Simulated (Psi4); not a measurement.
# CH₄AlN: excited-state calculation

- system: CH₄AlN
- method: CIS/cc-pwCVDZ, RHF, sfX2C (Psi4 1.11)

A bond length was changed on purpose from its optimised value.

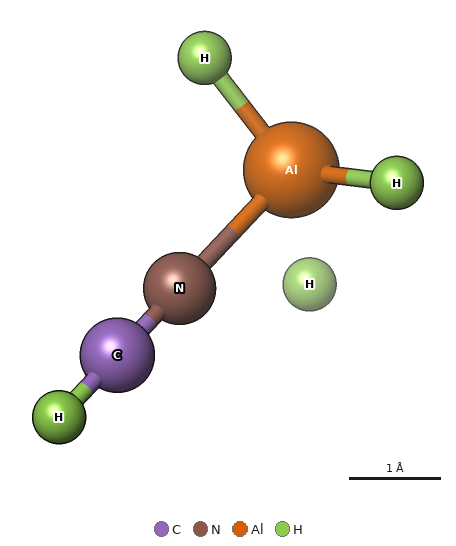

The structure as given in the input (ball-and-stick view, seen at a tilt). Sticks mark near contacts.

## Input file (calc.dat)
```
memory 1600 MB

molecule molecule1 {
  0 1
  C     -0.331585    -1.908476     1.232586
  N      0.089985    -0.861236     1.080146
  Al     0.879155     0.961904     0.848506
  H     -0.726235    -2.881886     1.376036
  H     -0.078600     1.420840    -1.589300
  H      0.160485     1.617064     2.074766
  H      2.373045     0.517934     1.000156
  units angstrom
  symmetry c1
  no_reorient
  no_com
}

set basis cc-pwCVDZ
set scf_type disk_df
set tdscf_states 3
set tdscf_tda true
set tdscf_triplets also
set relativistic x2c

e_tot = energy('td-scf')
```

Run on 1 thread of Intel Xeon (Granite Rapids), 192 GiB of memory available, shared host.

Run as:
```bash
psi4 calc.dat calc.out -n 1
```

## What the program printed
```
Psi4 1.11 release

Relativistic analytic gradients are not implemented yet, re-routing to finite differences.

   => Loading Basis Set <=

    Name: CC-PWCVDZ
    Role: ORBITAL
    Keyword: BASIS

         ---------------------------------------------------------
                                   SCF
                              RHF Reference
                        1 Threads,   1525 MiB Core
         ---------------------------------------------------------

  ==> Geometry <==

    Molecular point group: c1
    Full point group: C1

    Geometry (in Angstrom), charge = 0, multiplicity = 1:

       Center              X                  Y                   Z               Mass
    ------------   -----------------  -----------------  -----------------  -----------------
         C           -0.331585000000    -1.908476000000     1.232586000000    12.000000000000
         N            0.089985000000    -0.861236000000     1.080146000000    14.003074004430
         AL           0.879155000000     0.961904000000     0.848506000000    26.981538530000
         H           -0.726235000000    -2.881886000000     1.376036000000     1.007825032230
         H           -0.078600000000     1.420840000000    -1.589300000000     1.007825032230
         H            0.160485000000     1.617064000000     2.074766000000     1.007825032230
         H            2.373045000000     0.517934000000     1.000156000000     1.007825032230

  Running in c1 symmetry.

  Rotational constants: A =      0.22663  B =      0.14792  C =      0.09312 [cm^-1]
  Rotational constants: A =   6794.20067  B =   4434.48952  C =   2791.66132 [MHz]
  Nuclear repulsion =   81.538849152490798

  Charge       = 0
  Multiplicity = 1
  Electrons    = 30
  Nalpha       = 15
  Nbeta        = 15

  ==> Algorithm <==

  SCF Algorithm Type is DISK_DF.
  DIIS enabled.
  MOM disabled.
  Fractional occupation disabled.
  Guess Type is SAD.
  Energy threshold   = 1.00e-06
  Density threshold  = 1.00e-06
  Integral threshold = 1.00e-12

  ==> Primary Basis <==

  Basis Set: CC-PWCVDZ
    Blend: CC-PWCVDZ
    Number of shells: 39
    Number of basis functions: 83
    Number of Cartesian functions: 87
    Spherical Harmonics?: true
    Max angular momentum: 2

   => Loading Basis Set <=

    Name: (CC-PWCVDZ AUX)
    Role: JKFIT
    Keyword: DF_BASIS_SCF

   => Loading Basis Set <=

    Name: (CC-PWCVDZ AUX)
    Role: DECON
    Keyword: BASIS_RELATIVISTIC

  ==> Integral Setup <==

  ==> DiskDFJK: Density-Fitted J/K Matrices <==

    J tasked:                  Yes
    K tasked:                  Yes
    wK tasked:                  No
    Integrals threads:           1
    Memory [MiB]:             1144
    Algorithm:                Core
    Integral Cache:           NONE
    Schwarz Cutoff:          1E-12
    Fitting Condition:       1E-10

   => Auxiliary Basis Set <=

  Basis Set: (CC-PWCVDZ AUX)
    Blend: CC-PVDZ-JKFIT
    Number of shells: 120
    Number of basis functions: 344
    Number of Cartesian functions: 392
    Spherical Harmonics?: true
    Max angular momentum: 3

 OEINTS: Using relativistic (X2C) overlap, kinetic, and potential integrals.
         ------------------------------------------------------------
         Spin-Free X2C Integrals at the One-Electron Level (SFX2C-1e)
         ------------------------------------------------------------

  ==> X2C Options <==

    Computational Basis: CC-PWCVDZ
    X2C Basis: (CC-PWCVDZ AUX)
    The X2C Hamiltonian will be computed in the X2C Basis

    Comparing only 83 out of 138 elements of H_Dirac

    The 1-norm of |H_X2C - H_Dirac| is: 62.414618802958

    WARNING: The X2C and Dirac Hamiltonians have substatially different eigenvalues!
             This is probably caused by the recontraction of the basis set.

  Minimum eigenvalue in the overlap matrix is 3.9673383410E-03.
  Reciprocal condition number of the overlap matrix is 9.9211599818E-04.
    Using symmetric orthogonalization.

  ==> Pre-Iterations <==

  SCF Guess: Superposition of Atomic Densities via on-the-fly atomic UHF (no occupation information).

   -------------------------
    Irrep   Nso     Nmo
   -------------------------
     A         83      83
   -------------------------
    Total      83      83
   -------------------------

  ==> Iterations <==

                           Total Energy        Delta E     RMS |[F,P]|

   @DF-RHF iter SAD:  -335.63290058913526   -3.35633e+02   0.00000e+00
   @DF-RHF iter   1:  -336.82431921812361   -1.19142e+00   4.02298e-03 ADIIS/DIIS
   @DF-RHF iter   2:  -336.85051059348081   -2.61914e-02   3.45133e-03 ADIIS/DIIS
   @DF-RHF iter   3:  -336.88343096286724   -3.29204e-02   3.70794e-04 ADIIS/DIIS
   @DF-RHF iter   4:  -336.88435420451594   -9.23242e-04   9.51480e-05 DIIS
   @DF-RHF iter   5:  -336.88441793836046   -6.37338e-05   2.18700e-05 DIIS
   @DF-RHF iter   6:  -336.88442219558289   -4.25722e-06   4.30138e-06 DIIS
   @DF-RHF iter   7:  -336.88442233155723   -1.35974e-07   1.16209e-06 DIIS
   @DF-RHF iter   8:  -336.88442234532516   -1.37679e-08   4.77484e-07 DIIS
  Energy and wave function converged.

  ==> Post-Iterations <==

    Orbital Energies [Eh]
    ---------------------

    Doubly Occupied:

       1A    -58.605897     2A    -15.699952     3A    -11.404058
       4A     -4.920907     5A     -3.216562     6A     -3.214163
       7A     -3.213655     8A     -1.343039     9A     -0.896105
      10A     -0.761312    11A     -0.597992    12A     -0.596807
      13A     -0.504267    14A     -0.417990    15A     -0.287501

    Virtual:

      16A      0.070580    17A      0.094725    18A      0.107245
      19A      0.129305    20A      0.145167    21A      0.178188
      22A      0.208251    23A      0.283559    24A      0.340598
      25A      0.367529    26A      0.405725    27A      0.429145
      28A      0.432463    29A      0.444764    30A      0.519754
      31A      0.543938    32A      0.609119    33A      0.640579
      34A      0.641062    35A      0.796955    36A      0.814790
      37A      0.821446    38A      0.955257    39A      0.999064
      40A      1.095083    41A      1.126483    42A      1.238098
      43A      1.247097    44A      1.248336    45A      1.295950
      46A      1.298689    47A      1.451237    48A      1.541874
      49A      1.594464    50A      1.649040    51A      1.661133
      52A      1.707907    53A      1.772694    54A      1.784716
      55A      1.862612    56A      1.933342    57A      1.934601
      58A      2.036299    59A      2.060555    60A      2.116265
      61A      2.195769    62A      2.332986    63A      2.783897
      64A      2.790510    65A      2.914089    66A      3.003278
      67A      3.050381    68A      3.151086    69A      3.333305
      70A      3.422446    71A      3.441317    72A      3.445953
      73A      3.497694    74A      3.498311    75A      8.042916
      76A     10.446938    77A     10.447009    78A     11.789810
      79A     13.706729    80A     14.700075    81A     14.703267
      82A     15.903662    83A     17.920679

    Final Occupation by Irrep:
              A
    DOCC [    15 ]
    NA   [    15 ]
    NB   [    15 ]

  @DF-RHF Final Energy:  -336.88442234532516

   => Energetics <=

    Nuclear Repulsion Energy =             81.5388491524907977
    One-Electron Energy =                -625.4861331302952294
    Two-Electron Energy =                 207.0628616324792688
    Total Energy =                       -336.8844223453251630

Computation Completed

Properties will be evaluated at   0.000000,   0.000000,   0.000000 [a0]

Properties computed using the SCF density matrix

 Multipole Moments:

 ------------------------------------------------------------------------------------
     Multipole            Electronic (a.u.)      Nuclear  (a.u.)        Total (a.u.)
 ------------------------------------------------------------------------------------

 L = 1.  Multiply by 2.5417464519 to convert [e a0] to [Debye]
 Dipole X            :        -22.9196065           22.2951684           -0.6244381
 Dipole Y            :          5.3066107           -8.1273417           -2.8207310
 Dipole Z            :        -52.9865329           54.5162819            1.5297490
 Magnitude           :                                                    3.2690333

 ------------------------------------------------------------------------------------

	total time  =          1 seconds =       0.02 minutes

******************************************************************************************
**********                               WARNING                                **********
**********       The names of excited state variables changed between 1.5       **********
**********     and 1.6. For a quick solution, remove the symmetry specifier     **********
**********   from the variable name. For full details, see 'Notes on Psivars'   **********
**********                        in the documentation.                         **********
******************************************************************************************

         ---------------------------------------------------------
                         TDSCF excitation energies
         ---------------------------------------------------------

  ==> Options <==

     Residual threshold  : 1.0000e-04
     Initial guess       : denominators
     Reference           : RHF
     Solver type         : TDA (Davidson)

  ==> Requested Excitations <==

      2 singlet states with A symmetry

  ==> Seeking the lowest 2 singlet states with A symmetry

                         Generalized Davidson Solver

  ==> Options <==

    Max number of iterations        = 60
    Eigenvector tolerance           = 1.0000e-04
    Max number of expansion vectors = 400

  => Iterations <=
                           Max[D[value]]     Max[|R|]   # vectors
  DavidsonSolver iter   1:   2.32920e-01  4.74990e-02      8
  DavidsonSolver iter   2:   5.21372e-03  1.97118e-02     10
  DavidsonSolver iter   3:   5.49145e-04  1.08047e-02     12
  DavidsonSolver iter   4:   2.46611e-04  9.54818e-03     14
  DavidsonSolver iter   5:   1.01556e-04  5.16443e-03     16
  DavidsonSolver iter   6:   2.00055e-05  2.03840e-03     18
  DavidsonSolver iter   7:   1.82802e-06  5.72885e-04     20
  DavidsonSolver iter   8:   2.12418e-07  3.57881e-04     22
  DavidsonSolver iter   9:   1.08718e-07  2.56153e-04     23
  DavidsonSolver iter  10:   2.17317e-08  6.67447e-05     24      Converged

  ==> Requested Excitations <==

      1 triplet states with A symmetry

  ==> Seeking the lowest 1 triplet states with A symmetry

                         Generalized Davidson Solver

  ==> Options <==

    Max number of iterations        = 60
    Eigenvector tolerance           = 1.0000e-04
    Max number of expansion vectors = 200

  => Iterations <=
                           Max[D[value]]     Max[|R|]   # vectors
  DavidsonSolver iter   1:   1.14202e-01  1.08293e-01      4
  DavidsonSolver iter   2:   5.07919e-02  2.80428e-02      5
  DavidsonSolver iter   3:   1.49408e-03  6.57388e-03      6
  DavidsonSolver iter   4:   4.31693e-05  1.49534e-03      7
  DavidsonSolver iter   5:   3.78319e-06  5.09880e-04      8
  DavidsonSolver iter   6:   4.09449e-07  1.63394e-04      9
  DavidsonSolver iter   7:   5.76108e-08  1.07872e-04     10
  DavidsonSolver iter   8:   9.56946e-09  3.25413e-05     11      Converged

******************************************************************************************
**********                               WARNING                                **********
**********  Length-gauge rotatory strengths are **NOT** gauge-origin invariant  **********
******************************************************************************************

                                    Excitation Energy         Total Energy        Oscillator Strength             Rotatory Strength
     #   Sym: GS->ES (Trans)        au              eV              au          au (length)    au (velocity)    au (length)    au (velocity)
    ---- -------------------- --------------- --------------- --------------- --------------- --------------- --------------- ---------------
     1        A->A (3 A)       0.06187         1.68354        -336.82255       0.0000          0.0000          0.0000         -0.0000
     2        A->A (1 A)       0.21429         5.83119        -336.67013       0.5198          0.2045          0.0033          0.0016
     3        A->A (1 A)       0.22679         6.17117        -336.65764       0.2745          0.1195          0.0055          0.0036

Contributing excitations
Only contributions with abs(coeff) > 1.00e-01 will be printed:

Excited State    1 (3 A):   0.06187 au   736.45 nm f = 0.0000
  Sums of squares: Xssq =  1.000000e+00
     15a  ->  16a     0.808345 (65.342%)
     15a  ->  18a     0.244122 ( 5.960%)
     15a  ->  19a    -0.242304 ( 5.871%)
     15a  ->  20a     0.366500 (13.432%)
     15a  ->  22a    -0.211899 ( 4.490%)
     15a  ->  24a     0.123176 ( 1.517%)
     15a  ->  36a     0.105996 ( 1.124%)

Excited State    2 (1 A):   0.21429 au   212.62 nm f = 0.5198
  Sums of squares: Xssq =  1.000000e+00
     15a  ->  16a    -0.816460 (66.661%)
     15a  ->  18a    -0.541897 (29.365%)
     15a  ->  20a     0.147326 ( 2.170%)

Excited State    3 (1 A):   0.22679 au   200.91 nm f = 0.2745
  Sums of squares: Xssq =  1.000000e+00
     15a  ->  16a    -0.557291 (31.057%)
     15a  ->  18a     0.784366 (61.523%)
     15a  ->  20a    -0.192845 ( 3.719%)

******************************************************************************************
**********                               WARNING                                **********
**********       The names of excited state variables changed between 1.5       **********
**********     and 1.6. For a quick solution, remove the symmetry specifier     **********
**********   from the variable name. For full details, see 'Notes on Psivars'   **********
**********                        in the documentation.                         **********
******************************************************************************************

    Psi4 run time: 0:00:01.57
```

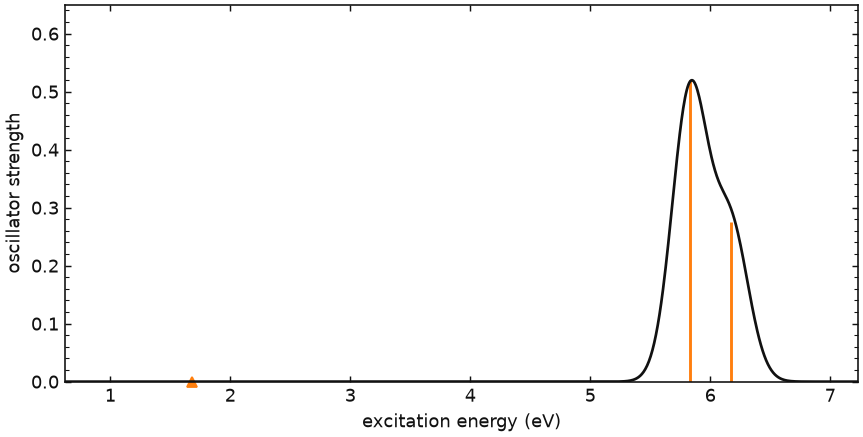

Computed excitations as sticks (degenerate states added up, dark ones marked on the axis), with a Gaussian envelope of 0.35 eV full width at half maximum, scaled to the tallest. Of the 3 states the lowest lies at 1.68 eV (f = 0.000); the strongest line is at 5.83 eV, or 213 nm (f = 0.520).

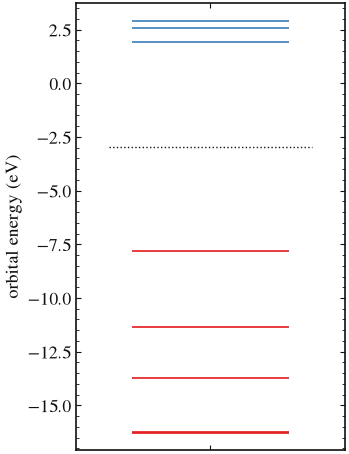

Orbital energies near the frontier (SCF reference); the dotted line parts filled from empty levels, and levels within 0.02 eV of each other stand side by side. Highest filled −7.82 eV, lowest empty 1.92 eV, 9.74 eV apart.

## Results in brief

```json
{"quantity": "outcome", "value": "converged"}
{"quantity": "total energy", "value": "−336.884422 hartree"}
{"quantity": "basis functions", "value": "83"}
{"quantity": "HOMO of the SCF reference", "value": "−7.82 eV"}
{"quantity": "LUMO of the SCF reference", "value": "1.92 eV"}
{"quantity": "lowest singlet excitation", "value": "1.68 eV"}
{"quantity": "wall time", "value": "2.7 s"}
{"quantity": "peak memory", "value": "0.28 GiB"}
```
